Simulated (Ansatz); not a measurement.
## Run report: CH$_{5}$B, nudged elastic band

CH$_{5}$B, computed with RKS B3LYP-D4/def2-SVP (Ansatz 0.2.0).

It belongs to a series of runs on one base structure; here: band between the two ends.

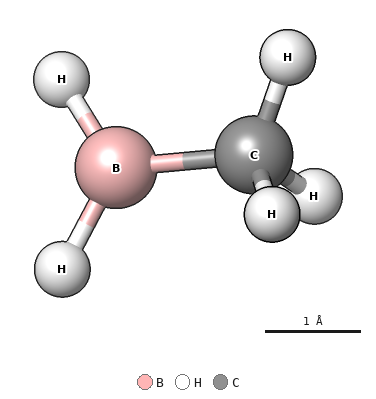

**Figure 1.** The starting structure (ball-and-stick view, seen at a tilt). Bond lengths as drawn: B–C 1.56 Å, B–H 1.21 Å and C–H 1.10 to 1.11 Å.

### Key numbers

```tsv
quantity	value
outcome	converged
barrier, forward	4.202 eV
barrier, backward	0.380 eV
hardware	1 thread of Arm Neoverse V2, 24 GiB of memory available, shared host
wall time	1.7 min
peak memory	0.097 GiB
```

The order of the saddle point was not checked.

### Input
```yaml
crystal:
  periodic: [false, false, false]
  atoms:
    - { symbol: B, position_ang: [0.255297, 0.0078, 0.354033] }
    - { symbol: H, position_ang: [-0.032572, -0.140192, 1.521042] }
    - { symbol: C, position_ang: [1.750126, 0.064739, -0.080324] }
    - { symbol: H, position_ang: [2.079177, -0.998171, -0.064668] }
    - { symbol: H, position_ang: [1.943387, 0.445201, -1.094225] }
    - { symbol: H, position_ang: [2.402859, 0.572758, 0.649063] }
    - { symbol: H, position_ang: [-0.647274, 0.047764, -0.450022] }
basis:
  gaussian: { orbitals: def2-SVP }
hamiltonian:
  xc: b3lyp
  dispersion: d4
neb:
  order_check: false
  images: 7
  f_tol: 0.05
  max_iterations: 60
  final_atoms:
    - { symbol: B, position_ang: [-1.13413412, 0.04484264, 0.45808299] }
    - { symbol: H, position_ang: [1.09472282, 0.23960755, 0.87920364] }
    - { symbol: C, position_ang: [1.95678301, 0.06234306, 0.20793336] }
    - { symbol: H, position_ang: [1.99303942, -0.99740094, -0.08071259] }
    - { symbol: H, position_ang: [1.86653974, 0.68876202, -0.69107679] }
    - { symbol: H, position_ang: [2.87249191, 0.32982549, 0.75481353] }
    - { symbol: H, position_ang: [-0.89844279, -0.36808082, -0.69334516] }
  initial_path:
    images:
      - { positions_ang: [[0.255297, 0.0078, 0.354033], [-0.032572, -0.140192, 1.521042], [1.750126, 0.064739, -0.080324], [2.079177, -0.998171, -0.064668], [1.943387, 0.445201, -1.094225], [2.402859, 0.572758, 0.649063], [-0.647274, 0.047764, -0.450022]] }
      - { positions_ang: [[0.19139503, 0.00686878, 0.26627323], [0.14117543, -0.10304183, 1.44700319], [1.76011587, 0.04792277, -0.0130795], [2.08803834, -1.01140757, -0.04257212], [1.87081632, 0.45897994, -1.01850428], [2.44301954, 0.56349663, 0.68059734], [-0.74356053, 0.03708028, -0.48481886]] }
      - { positions_ang: [[0.12749307, 0.00593756, 0.17851347], [0.31492286, -0.06589166, 1.37296438], [1.77010573, 0.03110654, 0.054165], [2.09689968, -1.02464414, -0.02047625], [1.79824564, 0.47275889, -0.94278356], [2.48318009, 0.55423526, 0.71213167], [-0.83984706, 0.02639655, -0.51961571]] }
      - { positions_ang: [[0.0635911, 0.00500633, 0.0907537], [0.48867028, -0.02874149, 1.29892558], [1.7800956, 0.01429031, 0.1214095], [2.10576102, -1.03788071, 0.00161963], [1.72567496, 0.48653783, -0.86706284], [2.52334063, 0.5449739, 0.74366601], [-0.9361336, 0.01571283, -0.55441257]] }
      - { positions_ang: [[-0.00031086, 0.00407511, 0.00299393], [0.66241771, 0.00840868, 1.22488677], [1.79008547, -0.00252592, 0.188654], [2.11462236, -1.05111728, 0.0237155], [1.65310428, 0.50031678, -0.79134212], [2.56350118, 0.53571253, 0.77520034], [-1.03242013, 0.0050291, -0.58920942]] }
      - { positions_ang: [[-0.28376668, 0.01426699, 0.1167662], [0.77049399, 0.0662084, 1.13846599], [1.83175985, 0.01369132, 0.19347384], [2.08422662, -1.03768819, -0.00239152], [1.70646314, 0.54742809, -0.76627578], [2.64074886, 0.48424077, 0.77010364], [-0.99892579, -0.08824838, -0.61524335]] }
      - { positions_ang: [[-0.56722249, 0.02445888, 0.23053846], [0.87857027, 0.12400811, 1.0520452], [1.87343424, 0.02990857, 0.19829368], [2.05383089, -1.02425911, -0.02849854], [1.75982201, 0.5945394, -0.74120945], [2.71799654, 0.43276901, 0.76500694], [-0.96543146, -0.18152586, -0.64127729]] }
      - { positions_ang: [[-0.8506783, 0.03465076, 0.34431073], [0.98664654, 0.18180783, 0.96562442], [1.91510863, 0.04612581, 0.20311352], [2.02343516, -1.01083002, -0.05460556], [1.81318087, 0.64165071, -0.71614312], [2.79524423, 0.38129725, 0.75991024], [-0.93193712, -0.27480334, -0.66731122]] }
      - { positions_ang: [[-1.13413412, 0.04484264, 0.45808299], [1.09472282, 0.23960755, 0.87920364], [1.95678301, 0.06234306, 0.20793336], [1.99303942, -0.99740094, -0.08071259], [1.86653974, 0.68876202, -0.69107679], [2.87249191, 0.32982549, 0.75481353], [-0.89844279, -0.36808082, -0.69334516]] }
```

Launched with:
```bash
ansatz run input.yaml --threads 1 --pin off --max-ram 2048MiB --backend cpu --events-out ev --progress --plain --runs-dir out
```

### Output
```
Engine: ansatz 0.2.0, aarch64-unknown-linux-gnu
Functional definition: B3LYP
  parameter a0 = 0.2
  parameter ax = 0.72
  parameter ac = 0.81
  exchange = (1 - a0 - ax)*slater_x + ax*b88_x + a0*exact_x
  correlation = (1 - ac)*vwn_rpa_c + ac*lyp_c
601 factors; integrals over basis functions are off by at most 4.7e-4 eV
mean field evaluation 1: about -1788.6749 eV, gradient 4.2e1 eV
mean field evaluation 2: about -1787.2557 eV, gradient 4.6e1 eV
mean field evaluation 4: about -1793.1535 eV, gradient 5.9e-1 eV
mean field evaluation 8: about -1793.1533 eV, gradient 1.5e-3 eV
mean field -1793.15329248 eV, -65.8971680558 hartree, gradient 6.8e-5 eV, S^2 0.000000; 0 other end points of the search recorded, 0 dependent functions left out
the calculation of the forces begins
reference -1793.15349453 eV, -65.8971754808 hartree; 8, 8 occupied and 45, 45 virtual orbitals, 601 factors
601 factors; integrals over basis functions are off by at most 1.1e-3 eV
mean field evaluation 16: about -1789.3344 eV, gradient 4.8e-1 eV
mean field -1789.33170317 eV, -65.7567272388 hartree, gradient 4.1e-5 eV, S^2 0.000000; 0 other end points of the search recorded, 0 dependent functions left out
[... from here on the field's lines of each further geometry are left out, up to the last ...]
NEB iter   1: max|band force component| = 1.012e1 eV/Å  barrier→ = 6.2077 eV  barrier← = 2.3864 eV  Δτ_max = 0.2000 Å  (202 SCF iters)
NEB iter   2: max|band force component| = 3.760e0 eV/Å  barrier→ = 4.5263 eV  barrier← = 0.7050 eV  Δτ_max = 0.2000 Å  (181 SCF iters)
NEB iter   3: max|band force component| = 3.060e0 eV/Å  barrier→ = 4.3901 eV  barrier← = 0.5688 eV  Δτ_max = 0.2000 Å  (174 SCF iters)
NEB iter   4: max|band force component| = 1.449e0 eV/Å  barrier→ = 4.2564 eV  barrier← = 0.4351 eV  Δτ_max = 0.2000 Å  (175 SCF iters)
NEB iter   5: max|band force component| = 8.129e-1 eV/Å  barrier→ = 4.2169 eV  barrier← = 0.3957 eV  Δτ_max = 0.0853 Å  (171 SCF iters)
NEB iter   6: max|band force component| = 5.630e-1 eV/Å  barrier→ = 4.1976 eV  barrier← = 0.3763 eV  CI = image 5  Δτ_max = 0.1161 Å  (173 SCF iters)
NEB iter   7: max|band force component| = 5.677e-1 eV/Å  barrier→ = 4.2160 eV  barrier← = 0.3947 eV  CI = image 5  Δτ_max = 0.0454 Å  (170 SCF iters)
NEB iter   8: max|band force component| = 1.108e-1 eV/Å  barrier→ = 4.2084 eV  barrier← = 0.3871 eV  CI = image 5  Δτ_max = 0.0399 Å  (167 SCF iters)
NEB iter   9: max|band force component| = 9.213e-2 eV/Å  barrier→ = 4.2049 eV  barrier← = 0.3836 eV  CI = image 5  Δτ_max = 0.0534 Å  (162 SCF iters)
NEB iter  10: max|band force component| = 3.581e-1 eV/Å  barrier→ = 4.2023 eV  barrier← = 0.3811 eV  CI = image 5  Δτ_max = 0.0268 Å  (166 SCF iters)
NEB iter  11: max|band force component| = 1.544e-1 eV/Å  barrier→ = 4.2018 eV  barrier← = 0.3805 eV  CI = image 5  Δτ_max = 0.0533 Å  (164 SCF iters)
NEB iter  12: max|band force component| = 9.097e-2 eV/Å  barrier→ = 4.2016 eV  barrier← = 0.3803 eV  CI = image 5  Δτ_max = 0.0534 Å  (151 SCF iters)
NEB iter  13: max|band force component| = 1.727e-1 eV/Å  barrier→ = 4.2015 eV  barrier← = 0.3802 eV  CI = image 5  Δτ_max = 0.0269 Å  (151 SCF iters)
NEB iter  14: max|band force component| = 5.365e-2 eV/Å  barrier→ = 4.2015 eV  barrier← = 0.3802 eV  CI = image 5  Δτ_max = 0.0186 Å  (142 SCF iters)
NEB iter  15: max|band force component| = 9.139e-2 eV/Å  barrier→ = 4.2015 eV  barrier← = 0.3802 eV  CI = image 5  Δτ_max = 0.0089 Å  (135 SCF iters)
NEB iter  16: max|band force component| = 7.017e-2 eV/Å  barrier→ = 4.2015 eV  barrier← = 0.3802 eV  CI = image 5  Δτ_max = 0.0049 Å  (119 SCF iters)
the calculation of the forces begins
reference -1789.30309795 eV, -65.7556760163 hartree; 8, 8 occupied and 45, 45 virtual orbitals, 601 factors
601 factors; integrals over basis functions are off by at most 8.9e-4 eV
mean field -1788.94147540 eV, -65.7423866330 hartree, gradient 1.8e-5 eV, S^2 0.000000; 1 other end points of the search recorded, 0 dependent functions left out
the calculation of the forces begins
reference -1788.94168199 eV, -65.7423942248 hartree; 8, 8 occupied and 45, 45 virtual orbitals, 601 factors
NEB iter  17: max|band force component| = 4.862e-2 eV/Å  barrier→ = 4.2015 eV  barrier← = 0.3802 eV  CI = image 5  Δτ_max = 0.0000 Å  (274 SCF iters)
```

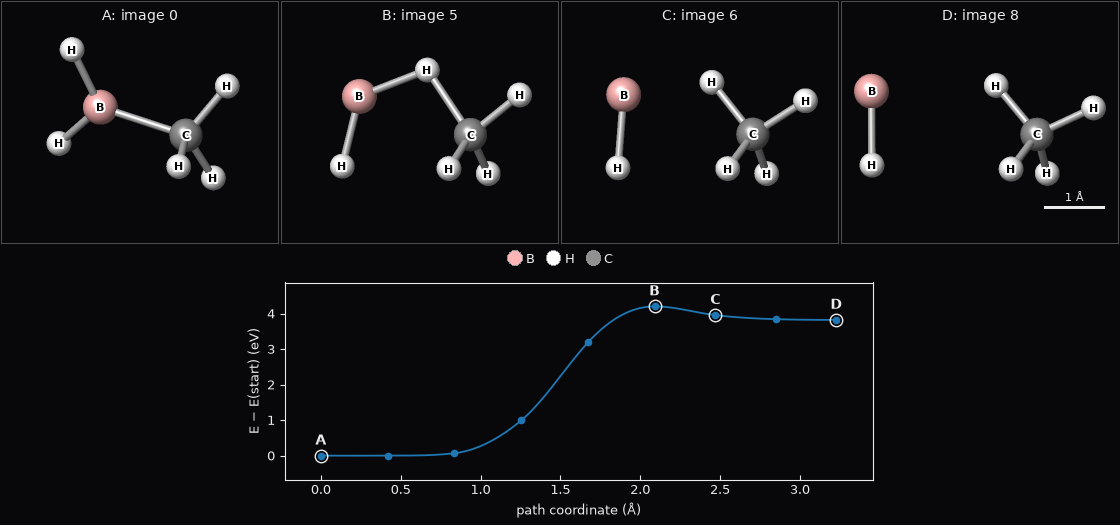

**Figure 2.** Images of the last band (counted from 0; ball-and-stick, seen at a tilt) above the energy along the path; the line is a cubic interpolation that uses the forces. The highest image is number 5, 4.201 eV above the start and 0.380 eV above the end (the climbing image); the end lies 3.821 eV above the start. The path is 3.23 Å long. The band converged in 17 iterations.

```
Total energy: -1789.05047418 eV, -65.7463922642 hartree
Atom 0 at    -0.358699     0.051033     0.472430 Å, force     0.000031    -0.000028     0.000025 eV/Å
Atom 1 at     0.785697     0.302953     1.031424 Å, force    -0.000135     0.000018     0.000023 eV/Å
Atom 2 at     1.726850     0.025489     0.104655 Å, force     0.000183    -0.000127     0.000008 eV/Å
Atom 3 at     1.831756    -1.031124    -0.172600 Å, force    -0.000063     0.000031    -0.000025 eV/Å
Atom 4 at     1.746910     0.684760    -0.772423 Å, force     0.000013     0.000012    -0.000011 eV/Å
Atom 5 at     2.498890     0.317905     0.831984 Å, force    -0.000025     0.000065    -0.000030 eV/Å
Atom 6 at    -0.480403    -0.351116    -0.660572 Å, force    -0.000005     0.000027     0.000010 eV/Å
Dipole moment:     0.483977    -0.067428    -0.261234 e Å
this run last wrote the band of iteration 17 to [file]
```

### The last band as extended XYZ (Å, eV, eV/Å)
```
7
Properties=species:S:1:pos:R:3:forces:R:3 image=0 energy=-1793.25173
B     0.2553    0.0078    0.3540   -0.0025  -0.0135   0.0241
H    -0.0326   -0.1402    1.5210    0.0040   0.0124  -0.0241
C     1.7501    0.0647   -0.0803   -0.0035   0.0204   0.0234
H     2.0792   -0.9982   -0.0647   -0.0068  -0.0038  -0.0111
H     1.9434    0.4452   -1.0942   -0.0010  -0.0005   0.0009
H     2.4029    0.5728    0.6491    0.0038  -0.0081  -0.0093
H    -0.6473    0.0478   -0.4500    0.0060  -0.0069  -0.0039
7
Properties=species:S:1:pos:R:3:forces:R:3 image=1 energy=-1793.25125
B     0.2601    0.0144    0.3715    0.0007  -0.0046   0.0009
H    -0.0765    0.0937    1.5302   -0.0048  -0.0112   0.0028
C     1.7577    0.0586   -0.0537   -0.0003   0.0041   0.0004
H     2.0243   -1.0068   -0.2327   -0.0008  -0.0003   0.0076
H     1.9276    0.5578   -1.0220    0.0032  -0.0063  -0.0072
H     2.4600    0.4428    0.7006    0.0029   0.0066  -0.0041
H    -0.6023   -0.1605   -0.4590   -0.0008   0.0116  -0.0003
7
Properties=species:S:1:pos:R:3:forces:R:3 image=2 energy=-1793.18398
B     0.2521    0.0128    0.3551    0.1440   0.0101   0.0446
H     0.0323    0.3501    1.4850   -0.6373   0.0030   0.1450
C     1.7464   -0.0024   -0.0379    0.1400  -0.0187  -0.0603
H     2.0053   -1.0221   -0.3756    0.1433   0.0054  -0.1573
H     1.8831    0.6655   -0.9067    0.1547  -0.0651  -0.1450
H     2.4264    0.3009    0.7705    0.0857  -0.0164  -0.0775
H    -0.5946   -0.3050   -0.4555   -0.0303   0.0817   0.2505
7
Properties=species:S:1:pos:R:3:forces:R:3 image=3 energy=-1792.26185
B     0.1524    0.0128    0.3279    2.3385  -0.0525  -0.5776
H     0.3725    0.3708    1.4153   -2.4277   0.3708   1.5945
C     1.6909   -0.0056   -0.0010    0.0840  -0.1511  -0.4922
H     1.9116   -1.0420   -0.2941    0.4335  -0.1066  -0.5453
H     1.8147    0.6890   -0.8442    0.4375  -0.1839  -0.5206
H     2.3939    0.2904    0.8063   -0.4018  -0.0859  -0.1991
H    -0.5850   -0.3155   -0.5753   -0.4640   0.2093   0.7403
7
Properties=species:S:1:pos:R:3:forces:R:3 image=4 energy=-1790.06481
B    -0.0874    0.0317    0.3842    3.2938  -0.1872  -1.0300
H     0.6216    0.3525    1.2463   -1.9597   0.7590   2.5567
C     1.6825    0.0043    0.0505   -0.5373  -0.2526  -0.6799
H     1.8595   -1.0421   -0.2222    0.3372  -0.1779  -0.4397
H     1.7774    0.6896   -0.7992    0.3333  -0.0924  -0.4684
H     2.4360    0.2982    0.8253   -0.7410  -0.0951  -0.1806
H    -0.5387   -0.3342   -0.6499   -0.7263   0.0462   0.2418
7
Properties=species:S:1:pos:R:3:forces:R:3 image=5 energy=-1789.05027
B    -0.3587    0.0510    0.4724    0.0000   0.0000   0.0000
H     0.7857    0.3030    1.0314   -0.0001   0.0000   0.0000
C     1.7268    0.0255    0.1047    0.0002  -0.0001   0.0000
H     1.8318   -1.0311   -0.1726   -0.0001   0.0000   0.0000
H     1.7469    0.6848   -0.7724    0.0000   0.0000   0.0000
H     2.4989    0.3179    0.8320    0.0000   0.0001   0.0000
H    -0.4804   -0.3511   -0.6606    0.0000   0.0000   0.0000
7
Properties=species:S:1:pos:R:3:forces:R:3 image=6 energy=-1789.29583
B    -0.6290    0.0526    0.4943   -0.4173  -0.0114   0.0243
H     0.9099    0.2696    0.8842    0.1827  -0.0719  -0.2212
C     1.7874    0.0492    0.1637    0.0929   0.0393   0.0953
H     1.8296   -1.0119   -0.1164    0.0030   0.0387   0.0693
H     1.7473    0.6805   -0.7341    0.0042   0.0154   0.0778
H     2.6319    0.3248    0.8063    0.1977   0.0013  -0.0227
H    -0.5261   -0.3649   -0.6631   -0.0632  -0.0113  -0.0226
7
Properties=species:S:1:pos:R:3:forces:R:3 image=7 energy=-1789.41080
B    -0.9018    0.0417    0.4759   -0.0958  -0.0070  -0.0079
H     0.9978    0.2617    0.8593    0.0294  -0.0021  -0.0092
C     1.8716    0.0598    0.1937    0.0295   0.0052   0.0107
H     1.8880   -0.9999   -0.0947    0.0229   0.0054   0.0098
H     1.8153    0.6912   -0.7032    0.0229   0.0038   0.0104
H     2.7644    0.3100    0.7824    0.0451  -0.0008  -0.0075
H    -0.6842   -0.3646   -0.6786   -0.0539  -0.0045  -0.0062
7
Properties=species:S:1:pos:R:3:forces:R:3 image=8 energy=-1789.43045
B    -1.1341    0.0448    0.4581    0.0031  -0.0024  -0.0012
H     1.0947    0.2396    0.8792    0.0051   0.0047   0.0009
C     1.9568    0.0623    0.2079    0.0100   0.0085  -0.0103
H     1.9930   -0.9974   -0.0807   -0.0007   0.0020  -0.0013
H     1.8665    0.6888   -0.6911    0.0009  -0.0105   0.0131
H     2.8725    0.3298    0.7548   -0.0163  -0.0033  -0.0022
H    -0.8984   -0.3681   -0.6933   -0.0021   0.0010   0.0011
```
